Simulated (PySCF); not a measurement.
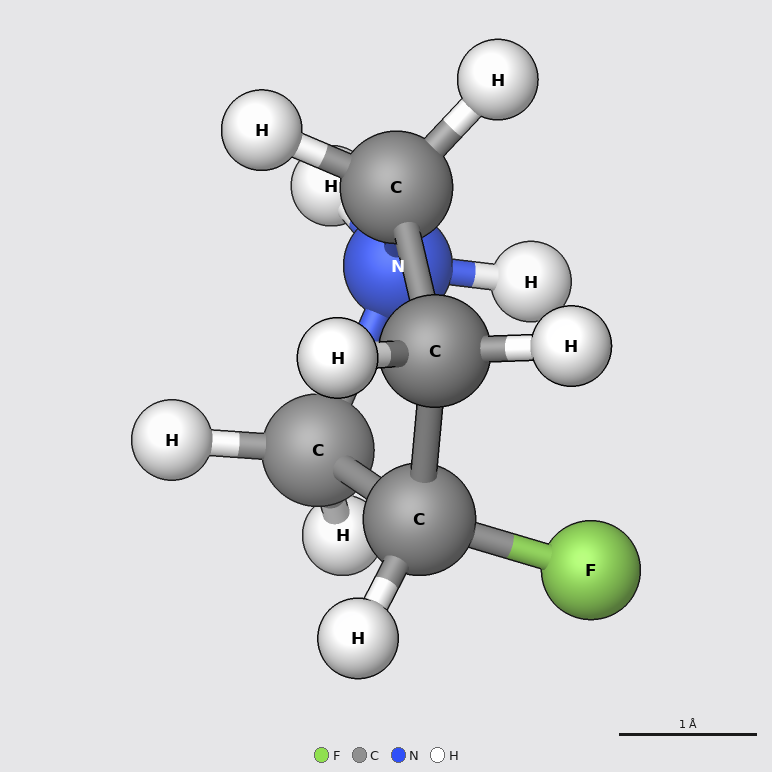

The picture shows a molecular structure as a ball-and-stick model.

The species has charge +1 and is a spin singlet. The geometry was computed by an optimisation with GFN2-xTB. No frequency run is at hand to confirm it as a minimum.

Describe the molecule.

It has 15 atoms: 4 carbon, 9 hydrogen, 1 fluorine and 1 nitrogen (C₄H₉FN⁺). SMILES: `F[C@H]1CC[NH2+]C1`. Independent rings (smallest set): 1 of 5 members. Among its groups: C–F bond. This geometry has C1 symmetry. Coordination: 4 C tetrahedral; 1 N tetrahedral.

More results for the same structure follow; atom numbers are the same in all pictures, views and colours differ.

## Geometry

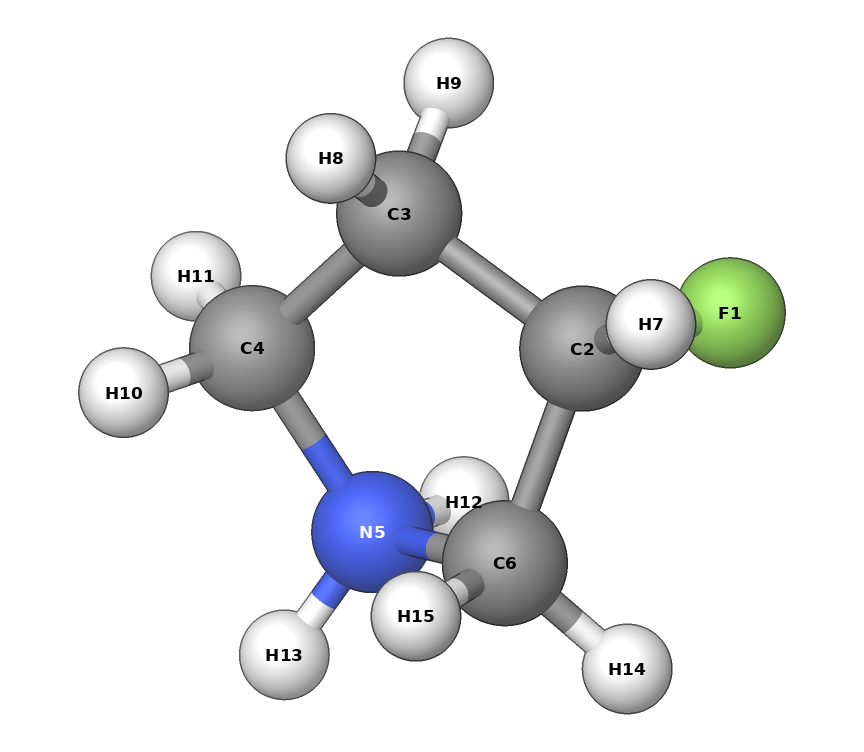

The atoms are numbered. No frequency run is at hand to confirm it as a minimum.

Give the bond lengths.

```json
{"bond": "F1–C2", "length (Å)": "1.375", "order": "single"}
{"bond": "C2–C3", "length (Å)": "1.534", "order": "single"}
{"bond": "C2–C6", "length (Å)": "1.527", "order": "single"}
{"bond": "C2–H7", "length (Å)": "1.091", "order": "single"}
{"bond": "C3–C4", "length (Å)": "1.537", "order": "single"}
{"bond": "C3–H8", "length (Å)": "1.087", "order": "single"}
{"bond": "C3–H9", "length (Å)": "1.089", "order": "single"}
{"bond": "C4–N5", "length (Å)": "1.490", "order": "single"}
{"bond": "C4–H10", "length (Å)": "1.091", "order": "single"}
{"bond": "C4–H11", "length (Å)": "1.089", "order": "single"}
{"bond": "N5–C6", "length (Å)": "1.484", "order": "single"}
{"bond": "N5–H12", "length (Å)": "1.029", "order": "single"}
{"bond": "N5–H13", "length (Å)": "1.025", "order": "single"}
{"bond": "C6–H14", "length (Å)": "1.090", "order": "single"}
{"bond": "C6–H15", "length (Å)": "1.090", "order": "single"}
```

## Electronic properties

No frequency run is at hand to confirm it as a minimum. Method: PBE0/def2-SVPD, gas phase (PySCF 2.14.0). Excitations: vertical, linear response.

**What is the HOMO energy (Kohn–Sham orbital)?**

−14.40 eV.

**Give the HOMO–LUMO gap at this level.**

9.83 eV.

**Give the mean static polarisability at this level.**

48.9 bohr³.

**Estimate the lowest vertical singlet excitation.**

8.70 eV.

## Quadrupole coupling

No frequency run is at hand to confirm it as a minimum. Electric field gradients from the ground-state density, PBE0/pcSseg-1 (PySCF 2.14.0), non-relativistic apart from any core potentials.

Give the largest field-gradient component, the quadrupole coupling constant and the asymmetry for 14N at N5 (Q = 20.44 mb).

```json
{"atom": "N5", "V_zz (a.u.)": "−0.044", "e²qQ/h (MHz)": "−0.212", "η": "0.38"}
```

## NMR shielding

The questions are on isotropic NMR shieldings of the C atoms. No frequency run is at hand to confirm it as a minimum. Level of theory: GIAO PBE0/pcSseg-1 NMR shielding, non-relativistic, gas phase (PySCF 2.14.0).

List the isotropic NMR shieldings of the C atoms.

```json
{"atom": "C2", "σ (ppm)": "93.3"}
{"atom": "C3", "σ (ppm)": "153.5"}
{"atom": "C4", "σ (ppm)": "136.8"}
{"atom": "C6", "σ (ppm)": "127.7"}
```
